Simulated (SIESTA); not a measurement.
Band structure of SbPt (P6_3/mmc, 4 atoms in the cell).

```
CELL_PARAMETERS angstrom
      4.14527     0.00000     0.00000
     -2.07264     3.58991     0.00000
      0.00000     0.00000     5.49655
ATOMIC_POSITIONS crystal
  Sb 0.66667 0.33333 0.75000
  Sb 0.33333 0.66667 0.25000
  Pt 0.00000 0.00000 0.50000
  Pt 0.00000 0.00000 0.00000
```

Method of the run: GGA PBEsol, numerical atomic orbitals DZP, PseudoDojo PBEsol standard norm-conserving potentials (rewritten from UPF to PSML) run with SIESTA.

Settings: XC.functional = GGA; XC.authors = PBEsol; potentials = PseudoDojo PBEsol standard; PAO.BasisSize = DZP; PAO.EnergyShift = 0.005 Ry; MeshCutoff = 400 Ry; kgrid.MonkhorstPack = 8 8 5; OccupationFunction = FD; ElectronicTemperature = 0.1 eV; MaxSCFIterations = 150; SCF.Mixer.Method = Broyden; SCF.Mixer.Weight = 0.25; SCF.Mixer.History = 6; SCF.DM.Tolerance = 1.0E-04.

The starting cell comes from a database of computed structures (which also holds hypothetical and non-ambient phases and stackings), without a prior relaxation at this level. Its lattice was rescaled by a random factor within 2.5 % of one. Spin-orbit coupling is off. Spin polarisation is off. Values carry the incompleteness of an atom-centred basis.

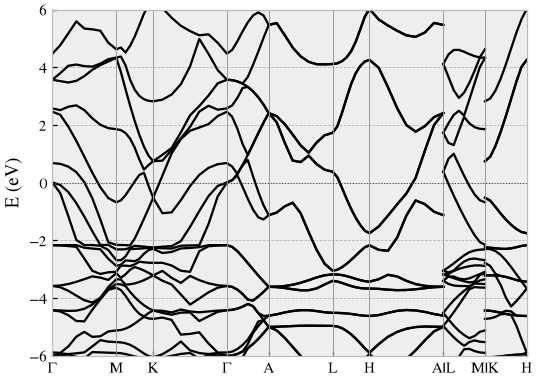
Bands along the path, energies from the Fermi level.

Levels in eV from the Fermi level, bands 30 to 35:
| point | 30 | 31 | 32 | 33 | 34 | 35 |
|---|---|---|---|---|---|---|
| Γ | -2.17 | 0.01 | 0.01 | 0.68 | 2.46 | 2.58 |
| M | -2.88 | -2.68 | -2.31 | -2.16 | -0.68 | 1.86 |
| K | -2.29 | -2.25 | -2.25 | -0.52 | -0.52 | 0.74 |
| A | -3.61 | -1.12 | -1.12 | 2.41 | 2.41 | 2.42 |
| L | -3.18 | -3.05 | -3.05 | 0.38 | 0.38 | 1.73 |
| H | -3.43 | -2.17 | -2.17 | -1.75 | -1.75 | 4.26 |

Bands cross the Fermi level along this path, so the cell is metallic at this level.

Higher empty bands are left out: an atom-centred basis made for the valence describes them poorly.
